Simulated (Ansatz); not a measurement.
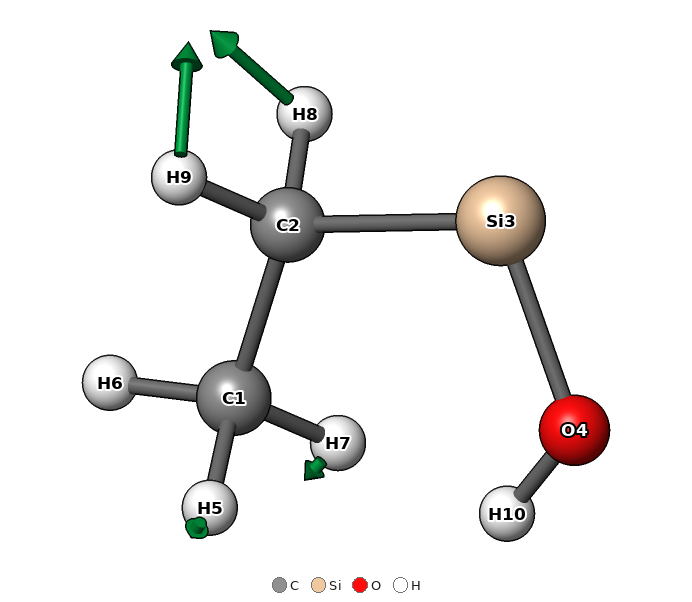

The arrows show one normal mode. Harmonic vibrations computed with RKS PBE0-D4/def2-TZVP (Ansatz 0.2.0) at a stationary point of the same level.

**Describe the motion.**

Mostly H–C–H bending.

**Estimate its harmonic wavenumber.**

1422 cm⁻¹; it is mode 16 of 24 counted from the lowest.
